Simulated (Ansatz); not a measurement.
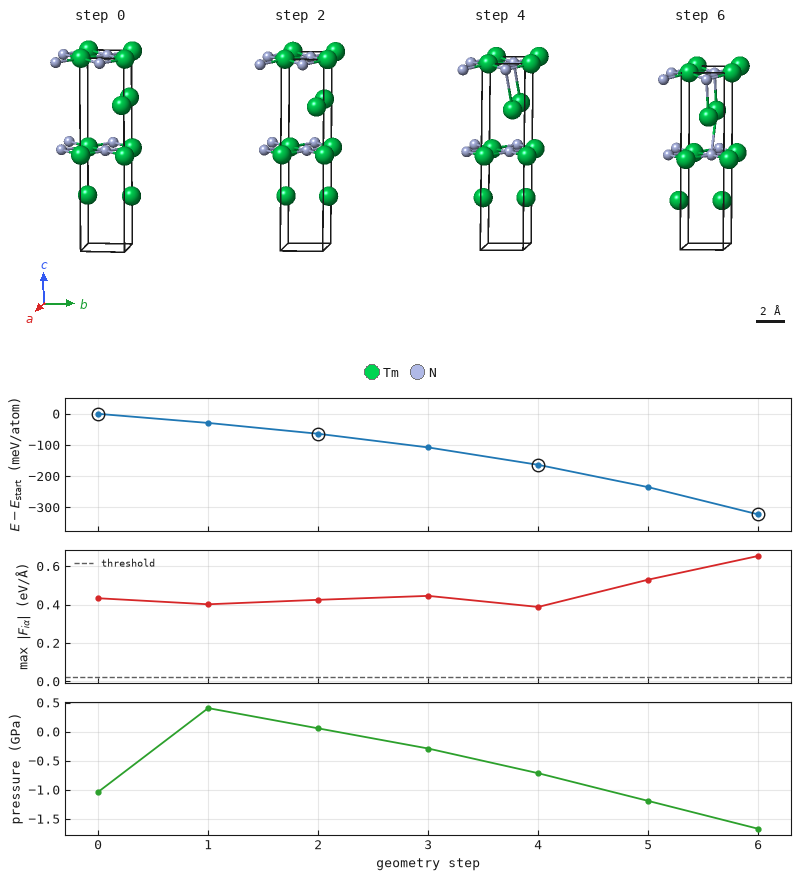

Frames of a relaxation of solid Tm₂N (a generated structure, set up in P1) (coarse preliminary run), marked on the history of the run. A ball-and-stick model of the cell of the calculation, reduced to other axes, seen slightly off an axis. Lengths and directions refer to the drawn axes.

Method: DFT PBE, scalar-relativistic, plane waves, PAW; 4f electrons in the core of a trivalent norm-conserving potential (Ansatz). Set-up: plane-wave cutoff 690 eV; k-point mesh 6 × 6 × 2; occupations gaussian; smearing width 0.2 eV; no spin polarisation; cell and atoms relaxed; force threshold 0.025 eV/Å; at most 60 steps.

Q: Describe the path.

A: The run was cut off at its time limit before the relaxation converged, so the last structure is only a point on the way. The atom that moves furthest relative to the cell is a Tm atom (1.10 Å along [2 −3 0]). By element the largest moves are Tm 1.10 Å, N 0.64 Å. The drawn cell changes as follows: a 3.202 → 3.241 Å (+1.2 %), b 3.306 → 3.234 Å (−2.2 %), c 14.644 → 13.556 Å (−7.4 %), α 89.1° → 87.0°, β 88.7° → 84.3°, γ 89.6° → 90.2°; the volume changes by −8.9 %. Among the contacts that change: N–Tm 4.347 → 3.326 Å, N–Tm 4.012 → 3.009 Å, Tm–Tm 3.492 → 3.712 Å, N–Tm 2.415 → 2.290 Å. New bonds form, among them: N–Tm (4.01 → 3.01 Å). Among the angles between lasting bonds that change: N–Tm–N 178.1° → 166.3°, Tm–N–Tm 178.1° → 166.3°, N–Tm–N 174.4° → 166.3°. The space group stays P1 (No. 1). After 6 geometry steps the energy has fallen by 323 meV per atom. Largest force component: 0.43 eV/Å at the start, 0.65 eV/Å at the end. The pressure goes from −1.04 to −1.67 GPa. The run took 9.6 min on 1 thread of AMD EPYC (Zen 3), on a shared host, peak memory 0.63 GiB. From step 0 to 2: a Tm atom moves most (0.37 Å), volume −2.5 %, energy −63.9 meV per atom. From step 2 to 4: a Tm atom moves most (0.38 Å), volume −2.3 %, energy −99.6 meV per atom. From step 4 to 6: a Tm atom moves most (0.39 Å), volume −4.4 %, energy −159 meV per atom.

| step | E − E(0), meV/atom | largest force component, eV/Å | pressure, GPa | volume, Å³/atom |
| --- | --- | --- | --- | --- |
| 0 | 0.00 | 0.4331 | -1.04 | 25.830 |
| 1 | -29.18 | 0.4016 | 0.41 | 25.290 |
| 2 | -63.91 | 0.4249 | 0.06 | 25.173 |
| 3 | -107.70 | 0.4454 | -0.29 | 24.944 |
| 4 | -163.49 | 0.3878 | -0.71 | 24.606 |
| 5 | -235.11 | 0.5298 | -1.19 | 24.123 |
| 6 | -322.50 | 0.6532 | -1.67 | 23.529 |

Limits of the set-up: layers or molecules are held without a dispersion correction, so their spacing is unreliable.
